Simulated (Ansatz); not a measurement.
## How basis sets differ on C2H4Si (SMILES C#C[SiH3])

C2H4Si has 7 atoms, charge 0, and is taken as a singlet. As SMILES, `C#C[SiH3]`. Geometry: relaxed at PBE0-D4/def2-TZVP.

Quantity: the HOMO–LUMO gap, in eV. The values are calculated.

```
                              level  kind  program  value (eV)  CPU time
PBEsol/6-31G* (Cartesian functions)   GGA   Ansatz        6.18    0.96 s
                     PBEsol/cc-pVDZ   GGA   Ansatz        6.14     1.1 s
                     PBEsol/cc-pVTZ   GGA   Ansatz        6.07     2.1 s
                     PBEsol/pcseg-2   GGA   Ansatz        6.02     2.1 s
                  PBEsol/def2-TZVPP   GGA   Ansatz        6.03     2.3 s
                 PBEsol/aug-cc-pVTZ   GGA   Ansatz        6.00       5 s
                     PBEsol/cc-pVQZ   GGA   Ansatz        6.04     4.4 s
```

The values span 6.00 to 6.18 eV. Orbital gaps aren't excitation energies. Times are those of the runs behind each value, whatever else they computed, on shared processors of several kinds: orders of magnitude only.

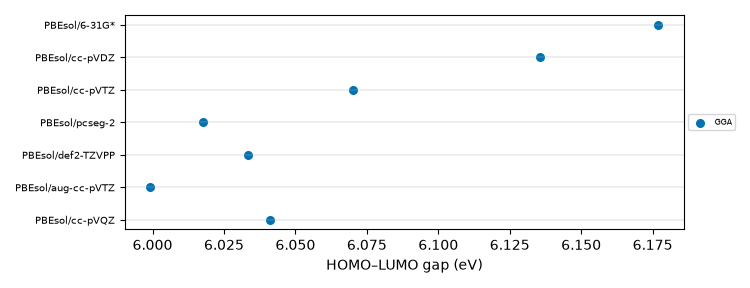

The values of the table, level by level.
